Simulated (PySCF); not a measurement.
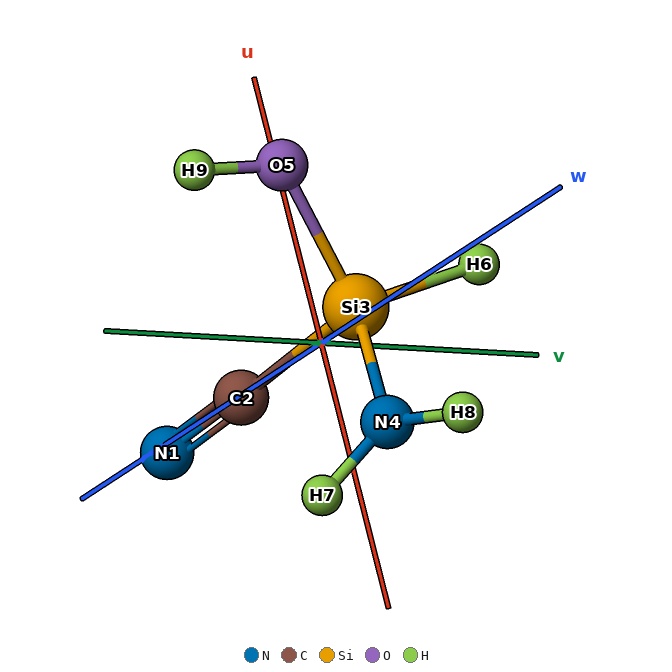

The lines u, v and w are the principal axes of the static dipole polarisability. The computed structure is the end point of a PBE0-D3(BJ)/def2-SVP optimisation. No frequency run is at hand to confirm it as a minimum. Method: ωB97X-D/def2-SVPD (PySCF 2.14.0).

Question. Along which axis is the molecule most polarisable, and along which least?

Answer. Most along w (nearly parallel to the C2–Si3 bond), least along v.

Question. Give the three principal values.

Answer. u 48.7, v 45.1, w 61.3 bohr³; mean 51.7, anisotropy 14.7 bohr³.
